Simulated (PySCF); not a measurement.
The calculation's input:

```
{"job": {"kind": "nmr", "xc": "PBE0", "basis": "pcSseg-1"}, "charge": 0, "multiplicity": 1}
O      1.551879    -0.945905     0.654963
C      1.467106     0.082411     0.054532
O      0.352316     0.637154    -0.347794
Si    -1.160166    -0.024264    -0.071673
H      2.340637     0.694129    -0.235315
H     -1.225033    -1.328139    -0.720375
H     -1.370682    -0.115842     1.367851
H     -1.947000     1.009869    -0.726753
```

Launched as:

```sh
OMP_NUM_THREADS=1 python probes_run.py task.json out
```

Geometry: GFN2-xTB.

Theory: PySCF 2.14.0, PBE0/pcSseg-1, SCF density, gas phase, non-relativistic.

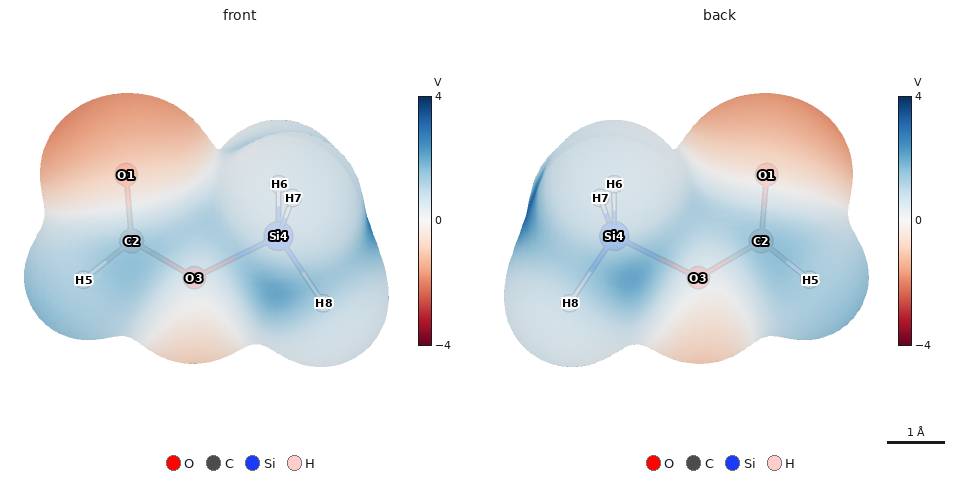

CH4O2Si. The molecular electrostatic potential painted on the density surface at 0.004 e/bohr³, seen from the front and from behind; red is negative and blue positive.

> Where is the surface potential most negative and most positive?

The most negative region (about −1.8 V, or −42 kcal/mol for a unit charge) lies over O1, the most positive (about +3.1 V, or +71 kcal/mol for a unit charge) over Si4. O1 is the likeliest acceptor of a hydrogen bond.

> What dipole moment does the calculation give?

Its dipole moment is 1.90 D.
